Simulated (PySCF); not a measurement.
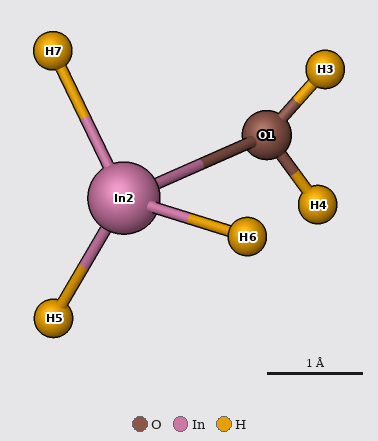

The structure as given in the input (ball-and-stick view, seen at a tilt; atoms are numbered from 1 in the order of the input). Sticks mark near contacts.

## Single-point calculation, with input and output: InH5O

InH5O, SMILES [OH2+][InH3-], computed with r2SCAN/def2-TZVPP, RKS, dispersion D4, core potentials def2-svp (PySCF 2.14.0).

The geometry was optimised with PBE0-D4/def2-TZVP.

Input (job.py):
```python
from pyscf import gto, dft

molecule = gto.Mole()
molecule.atom = '''
O   -0.073207  -1.354566  -0.054782
In   0.220890   1.061651  -0.160817
H    0.229946  -1.730411   0.777052
H   -0.993354  -1.617355  -0.152051
H   -0.554925   1.216502  -1.698243
H   -0.714169   1.345970   1.275643
H    1.943550   1.005655  -0.033386
'''
molecule.basis = 'def2-tzvpp'
molecule.charge = 0
molecule.verbose = 3
molecule.ecp = {'In': 'def2-svp'}
molecule.spin = 0
molecule.max_memory = 1860
molecule.build()

ks = dft.RKS(molecule, xc='r2scan')
ks.disp = 'd4'
ks.grids.level = 5
ks.conv_tol = 1e-10
ks.kernel()
if not ks.converged:
    ks = ks.newton().run(ks.mo_coeff, ks.mo_occ)

etot = ks.e_tot
print('Final energy', etot)
```

Command:
```bash
OMP_NUM_THREADS=1 python job.py
```

The program's output:
```
[file] SyntaxWarning: invalid escape sequence '\W'
  S = {(paw_set(r)[0], bool(re.search(r"spin_orbit\W+true|paw_fr", str((r.get("files") or {}).get("input") or "")) or re.search("(?i)spin.orbit\W+(value\W+)?(true|yes)|value\W+spin-orbit", json.dumps(r.get("inputs"), default=str)))) for r in records}
converged SCF energy = -268.403402466434
Final energy -268.40340246643444
```

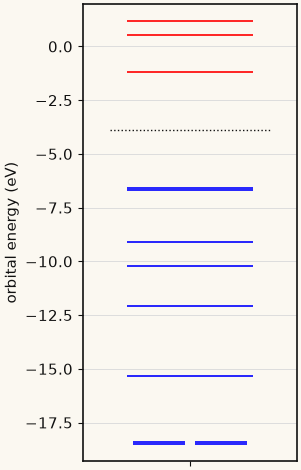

Orbital energies near the frontier; the dotted line parts filled from empty levels, and levels within 0.02 eV of each other stand side by side. Highest filled −6.59 eV, lowest empty −1.19 eV, 5.40 eV apart.

Results in brief:

```tsv
quantity	value
outcome	converged
total energy	−268.403402 hartree
dispersion energy	−0.000705 hartree
basis functions	151
HOMO	−6.59 eV
LUMO	−1.19 eV
dipole moment	3.65 D
hardware	1 thread of Arm Neoverse V2, 24 GiB of memory available, shared host
wall time	63 s
peak memory	1.1 GiB
```
